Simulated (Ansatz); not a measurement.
# Cobalt, dhcp under revPBE: ground state and equation of state, part 2 of 2

Aim: take cobalt in the dhcp structure, relax it, solve it on a dense k-mesh, then scale the cell to 7 volumes from 88 to 112 % of the relaxed one and try a fit of the equation of state. Spin polarisation is left out, though the real metal is magnetic, so this state lies above the ground state. The k-meshes are 14×14×4 for the relaxation; 19×19×5 for the dense run; 16×16×5 for the volumes.

Ansatz 0.2.0; DFT, revPBE, plane waves (420 eV) with PAW, scalar-relativistic. Earlier steps stand in the parts before.

### Step 5. Equation of state: 92 %

input.yaml reads:

```yaml
crystal:
  lattice:
    - [2.395513305, 0.0, 0.0]
    - [-1.1977566525, 2.0745753772, 0.0]
    - [0.0, 0.0, 7.7977476025]
  atoms:
    - { symbol: Co, position: [0.0, 0.0, 1.0] }
    - { symbol: Co, position: [0.0, 0.0, 0.5] }
    - { symbol: Co, position: [0.3333333333, 0.6666666667, 0.25] }
    - { symbol: Co, position: [0.6666666667, 0.3333333333, 0.75] }
hamiltonian:
  xc: revpbe
  pseudopotentials:
    kind: paw
    azcp:
      Co: "pseudopotentials/Co.paw.azcp"
basis:
  ecutwfc: 420
  fft_grid_basis: typed
kpoints:
  mp_grid: { grid: [16, 16, 5], shift: [0, 0, 0] }
magnetization:
  spin_polarized: false
scf:
  occupations: { method: fermi_dirac, width: 0.1 }
  lower_state_search: "off"
output:
  stress: true
```

Output (excerpt; [...] marks lines left out):

```text
Warning: RAYON_NUM_THREADS=2 ignored (pool sized by the plan → 2); use --threads N
[...]
Pseudopotentials: kind: paw
Pseudopotential: Co, paw, valence charge 17, recommended cutoff 420 eV (normal), <dir>
Functional definition: revPBE
[...]
Crystal: 4 atoms, lattice volume = 38.752 Å³
Basis set: ecut = 420 eV, 729 PW (Γ)
Bands: 41, of which v1, the nominal top of the filled ones, is band 34 counted from 1 (33 counted from 0)
Symmetry: 24 space group operations
Space group: P63/mmc (ITA 194), of the structure as read, at distance tolerance 3.4e-5 Å
k-points: 90 of 1280
[...]
SCF iter   1: F=—  HF=-20517.524199 eV  |F-HF|=—  |Δ(HF+E_count)|=         —  Δρ=1.15e-2  dr2=4.12e-2  ethr=1.77e-3  ⟨swp⟩=5.3  Hψ=11071  notcnv=0  defer=6
[...]
SCF iter   6: F=-20517.523519 eV  HF=-20517.523519 eV  |F-HF|=3.37e-8  |Δ(HF+E_count)|=   1.34e-7  Δρ=2.13e-5  dr2=5.45e-8  ethr=1.47e-10  ⟨swp⟩=5.0  Hψ=14999  notcnv=0
[...]
SCF converged after 6 iterations
Free energy (F): -20517.523519 eV
[...]
E sigma→0 (E₀):  -20517.378916 eV
Entropy (-TS):   -0.289206 eV (-72.301 meV/atom)
Fermi energy:    21.450568 eV
[...]
--- Stress (GPa, compression-positive) ---
       23.899334       0.000000      -0.000000
        0.000000      23.899334       0.000000
       -0.000000       0.000000      24.160669
  P = ⅓ Tr σ = 23.9864 GPa (239.864 kbar)
```

Wall time 5.3 s (2 threads of an Arm CPU, shared host); peak memory 0.37 GiB.

### Step 6. Equation of state: 96 %

Edit input.yaml of step 5 so:

```diff
@@ -2,5 +2,5 @@
   lattice:
-    - [2.395513305, 0.0, 0.0]
-    - [-1.1977566525, 2.0745753772, 0.0]
-    - [0.0, 0.0, 7.7977476025]
+    - [2.4297395478, 0.0, 0.0]
+    - [-1.2148697739, 2.1042161729, 0.0]
+    - [0.0, 0.0, 7.9091590491]
   atoms:
```

Output (excerpt; [...] marks lines left out):

```text
Warning: RAYON_NUM_THREADS=2 ignored (pool sized by the plan → 2); use --threads N
[...]
[... 3 set-up lines as earlier in the session ...]
[...]
Crystal: 4 atoms, lattice volume = 40.437 Å³
Basis set: ecut = 420 eV, 753 PW (Γ)
Bands: 41, of which v1, the nominal top of the filled ones, is band 34 counted from 1 (33 counted from 0)
[... 2 set-up lines as earlier in the session ...]
k-points: 90 of 1280
[...]
SCF iter   1: F=—  HF=-20517.702114 eV  |F-HF|=—  |Δ(HF+E_count)|=         —  Δρ=1.11e-2  dr2=3.95e-2  ethr=1.77e-3  ⟨swp⟩=5.3  Hψ=11015  notcnv=0  defer=4
[...]
SCF iter   7: F=-20517.702486 eV  HF=-20517.702486 eV  |F-HF|=3.22e-9  |Δ(HF+E_count)|=   2.22e-8  Δρ=4.56e-6  dr2=3.79e-9  ethr=1.47e-10  ⟨swp⟩=3.8  Hψ=11477  notcnv=0
[...]
SCF converged after 7 iterations
Free energy (F): -20517.702486 eV
[...]
E sigma→0 (E₀):  -20517.548488 eV
Entropy (-TS):   -0.307995 eV (-76.999 meV/atom)
Fermi energy:    20.367653 eV
[...]
--- Stress (GPa, compression-positive) ---
       10.533662      -0.000000       0.000000
        0.000000      10.533662       0.000000
        0.000000       0.000000      10.675239
  P = ⅓ Tr σ = 10.5809 GPa (105.809 kbar)
```

Run time: 6.2 s. Hardware: 2 threads of an Arm CPU, shared host; peak memory 0.38 GiB.

### Step 7. Equation of state: 100 %

Edit input.yaml of step 6 so:

```diff
@@ -2,5 +2,5 @@
   lattice:
-    - [2.4297395478, 0.0, 0.0]
-    - [-1.2148697739, 2.1042161729, 0.0]
-    - [0.0, 0.0, 7.9091590491]
+    - [2.4630277877, 0.0, 0.0]
+    - [-1.2315138939, 2.1330446344, 0.0]
+    - [0.0, 0.0, 8.0175171587]
   atoms:
@@ -28 +28,5 @@
   stress: true
+  write_density: true
+  write_potential: true
+  elf: true
+  volumetric_format: npy
```

Output (excerpt; [...] marks lines left out):

```text
Warning: RAYON_NUM_THREADS=2 ignored (pool sized by the plan → 2); use --threads N
[...]
[... 3 set-up lines as earlier in the session ...]
[...]
Crystal: 4 atoms, lattice volume = 42.122 Å³
Basis set: ecut = 420 eV, 789 PW (Γ)
Bands: 41, of which v1, the nominal top of the filled ones, is band 34 counted from 1 (33 counted from 0)
[... 2 set-up lines as earlier in the session ...]
k-points: 90 of 1280
[...]
SCF iter   1: F=—  HF=-20517.754559 eV  |F-HF|=—  |Δ(HF+E_count)|=         —  Δρ=1.04e-2  dr2=3.57e-2  ethr=1.77e-3  ⟨swp⟩=5.1  Hψ=10976  notcnv=0  defer=5
[...]
SCF iter   8: F=-20517.755626 eV  HF=-20517.755626 eV  |F-HF|=5.45e-9  |Δ(HF+E_count)|=   1.68e-8  Δρ=7.26e-6  dr2=6.71e-9  ethr=1.47e-10  ⟨swp⟩=6.1  Hψ=23715  notcnv=0
the search or the solves at the SCF's close seem to have found levels that the self-consistency loop had missed (the run counts 1). By its estimate they hold under 1e-12 electrons; where the run keeps them, the occupations were computed again with them
[...]
SCF converged after 8 iterations
Free energy (F): -20517.755626 eV
[...]
E sigma→0 (E₀):  -20517.592137 eV
Entropy (-TS):   -0.326978 eV (-81.745 meV/atom)
Fermi energy:    19.370857 eV
[...]
--- Stress (GPa, compression-positive) ---
       -0.067202       0.000000       0.000000
        0.000000      -0.067202       0.000000
        0.000000       0.000000      -0.024510
  P = ⅓ Tr σ = -0.0530 GPa (-0.530 kbar)
--- Band table (eV; the first three rows and the last of 90) ---
[...]
```

Wall time 11 s (2 threads of an Arm CPU, shared host); peak memory 0.39 GiB.

### Step 8. Equation of state: 104 %

Edit input.yaml of step 7 so:

```diff
@@ -2,5 +2,5 @@
   lattice:
-    - [2.4630277877, 0.0, 0.0]
-    - [-1.2315138939, 2.1330446344, 0.0]
-    - [0.0, 0.0, 8.0175171587]
+    - [2.495439765, 0.0, 0.0]
+    - [-1.2477198825, 2.1611142301, 0.0]
+    - [0.0, 0.0, 8.1230229046]
   atoms:
```

Output (excerpt; [...] marks lines left out):

```text
Warning: RAYON_NUM_THREADS=2 ignored (pool sized by the plan → 2); use --threads N
[...]
[... 3 set-up lines as earlier in the session ...]
[...]
Crystal: 4 atoms, lattice volume = 43.807 Å³
Basis set: ecut = 420 eV, 837 PW (Γ)
Bands: 41, of which v1, the nominal top of the filled ones, is band 34 counted from 1 (33 counted from 0)
[... 2 set-up lines as earlier in the session ...]
k-points: 90 of 1280
[...]
SCF iter   1: F=—  HF=-20517.707432 eV  |F-HF|=—  |Δ(HF+E_count)|=         —  Δρ=9.51e-3  dr2=2.93e-2  ethr=1.77e-3  ⟨swp⟩=5.0  Hψ=10963  notcnv=0  defer=4
[...]
SCF iter   8: F=-20517.708957 eV  HF=-20517.708957 eV  |F-HF|=2.91e-9  |Δ(HF+E_count)|=   1.15e-8  Δρ=5.58e-6  dr2=4.77e-9  ethr=1.47e-10  ⟨swp⟩=6.0  Hψ=23329  notcnv=0
[...]
SCF converged after 8 iterations
Free energy (F): -20517.708957 eV
[...]
E sigma→0 (E₀):  -20517.535909 eV
Entropy (-TS):   -0.346096 eV (-86.524 meV/atom)
Fermi energy:    18.450582 eV
[...]
--- Stress (GPa, compression-positive) ---
       -8.471640      -0.000000       0.000000
        0.000000      -8.471640       0.000000
        0.000000       0.000000      -8.512062
  P = ⅓ Tr σ = -8.4851 GPa (-84.851 kbar)
--- Band table (eV; the first three rows and the last of 90) ---
[...]
```

Run time: 12 s. Hardware: 2 threads of an Arm CPU, shared host; peak memory 0.39 GiB.

### Step 9. Equation of state: 108 %

Edit input.yaml of step 8 so:

```diff
@@ -2,5 +2,5 @@
   lattice:
-    - [2.495439765, 0.0, 0.0]
-    - [-1.2477198825, 2.1611142301, 0.0]
-    - [0.0, 0.0, 8.1230229046]
+    - [2.5270309638, 0.0, 0.0]
+    - [-1.2635154819, 2.1884730108, 0.0]
+    - [0.0, 0.0, 8.225856896]
   atoms:
```

Output (excerpt; [...] marks lines left out):

```text
Warning: RAYON_NUM_THREADS=2 ignored (pool sized by the plan → 2); use --threads N
[...]
[... 3 set-up lines as earlier in the session ...]
[...]
Crystal: 4 atoms, lattice volume = 45.492 Å³
Basis set: ecut = 420 eV, 909 PW (Γ)
Bands: 41, of which v1, the nominal top of the filled ones, is band 34 counted from 1 (33 counted from 0)
[... 1 set-up line as earlier in the session ...]
Space group: P63/mmc (ITA 194), of the structure as read, at distance tolerance 3.6e-5 Å
k-points: 90 of 1280
[...]
SCF iter   1: F=—  HF=-20517.581472 eV  |F-HF|=—  |Δ(HF+E_count)|=         —  Δρ=8.28e-3  dr2=2.07e-2  ethr=1.77e-3  ⟨swp⟩=5.0  Hψ=10938  notcnv=0  defer=3
[...]
SCF iter   8: F=-20517.583203 eV  HF=-20517.583203 eV  |F-HF|=1.65e-9  |Δ(HF+E_count)|=   2.41e-9  Δρ=3.33e-6  dr2=4.15e-9  ethr=1.47e-10  ⟨swp⟩=6.9  Hψ=21275  notcnv=0
[...]
SCF converged after 8 iterations
Free energy (F): -20517.583203 eV
[...]
E sigma→0 (E₀):  -20517.400557 eV
Entropy (-TS):   -0.365292 eV (-91.323 meV/atom)
Fermi energy:    17.598560 eV
[...]
--- Stress (GPa, compression-positive) ---
      -15.122101      -0.000000       0.000000
        0.000000     -15.122101       0.000000
        0.000000       0.000000     -15.232152
  P = ⅓ Tr σ = -15.1588 GPa (-151.588 kbar)
--- Band table (eV; the first three rows and the last of 90) ---
[...]
```

Run time: 11 s. Hardware: 2 threads of an Arm CPU, shared host; peak memory 0.4 GiB.

### Step 10. Equation of state: 112 %

Edit input.yaml of step 9 so:

```diff
@@ -2,5 +2,5 @@
   lattice:
-    - [2.5270309638, 0.0, 0.0]
-    - [-1.2635154819, 2.1884730108, 0.0]
-    - [0.0, 0.0, 8.225856896]
+    - [2.5578514521, 0.0, 0.0]
+    - [-1.2789257261, 2.2151643366, 0.0]
+    - [0.0, 0.0, 8.3261821116]
   atoms:
```

Output (excerpt; [...] marks lines left out):

```text
Warning: RAYON_NUM_THREADS=2 ignored (pool sized by the plan → 2); use --threads N
[...]
[... 3 set-up lines as earlier in the session ...]
[...]
Crystal: 4 atoms, lattice volume = 47.177 Å³
Basis set: ecut = 420 eV, 945 PW (Γ)
Bands: 41, of which v1, the nominal top of the filled ones, is band 34 counted from 1 (33 counted from 0)
[... 2 set-up lines as earlier in the session ...]
k-points: 90 of 1280
[...]
SCF iter   1: F=—  HF=-20517.393163 eV  |F-HF|=—  |Δ(HF+E_count)|=         —  Δρ=7.25e-3  dr2=1.40e-2  ethr=1.77e-3  ⟨swp⟩=5.0  Hψ=10934  notcnv=0  defer=3
[...]
SCF iter   7: F=-20517.394953 eV  HF=-20517.394953 eV  |F-HF|=3.95e-8  |Δ(HF+E_count)|=   4.23e-8  Δρ=1.25e-5  dr2=6.48e-8  ethr=1.47e-10  ⟨swp⟩=8.0  Hψ=23991  notcnv=0
[...]
SCF converged after 7 iterations
Free energy (F): -20517.394953 eV
[...]
E sigma→0 (E₀):  -20517.202696 eV
Entropy (-TS):   -0.384514 eV (-96.128 meV/atom)
Fermi energy:    16.807674 eV
[...]
--- Stress (GPa, compression-positive) ---
      -20.365780      -0.000000       0.000000
       -0.000000     -20.365780       0.000000
        0.000000       0.000000     -20.534795
  P = ⅓ Tr σ = -20.4221 GPa (-204.221 kbar)
--- Band table (eV; the first three rows and the last of 90) ---
[...]
```

Wall time 10 s (2 threads of an Arm CPU, shared host); peak memory 0.4 GiB.

### Step 11. The equation of state

The cell was scaled evenly, with its shape and the fractional positions fixed.

```csv
V (Å³/atom),E − E₀ (meV/atom),P from the stress (GPa),P from the fit (GPa)
9.267,135.5,40.90,40.07
9.688,53.4,23.99,23.08
10.109,11.0,10.58,9.67
10.531,0.1,-0.05,-0.96
10.952,14.2,-8.49,-9.39
11.373,48.0,-15.16,-16.08
11.794,97.5,-20.42,-21.37
```

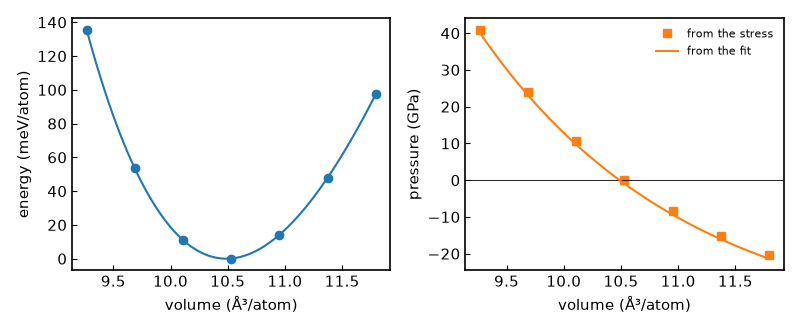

Energy and pressure against volume; the lines are the Birch-Murnaghan fit.

A third-order Birch-Murnaghan fit gives V₀ = 10.488 Å³/atom, B₀ = 241 GPa and B₀′ = 4.8; it misses no point by more than 0.02 meV/atom.

The fit is made to E(σ → 0), while the stress belongs to the free energy F; that is one source of the offset between the two pressures.

### Step 12. Results

The summary covers parts 1 to 2.

| quantity | value |
| --- | --- |
| space group (spins left aside) | P6_3/mmc (No. 194) |
| conventional cell | a = 2.463 Å, c = 8.018 Å (c/a = 3.255) |
| volume | 10.531 Å³/atom |
| shortest distance | 2.458 Å |
| gap on the mesh | none (levels filled in part) |
| relative to hcp, ferromagnetic | +236 meV/atom |
| V₀, B₀, B₀′ | 10.488 Å³/atom, 241 GPa, 4.8 |

**Reading.** From the guessed start the volume shrank by 4.9 % in 5 steps. It lies 236 meV/atom above the element's reference form at the same level (hcp, ferromagnetic, from a run of its own); part of this is magnetic energy, as this run has no moments. Levels at the Fermi energy are filled in part, as in a metal. B₀ comes out at 241 GPa; letting shape and positions relax at each volume could only lower it. Relaxation kept the symmetry; phonons were not checked.
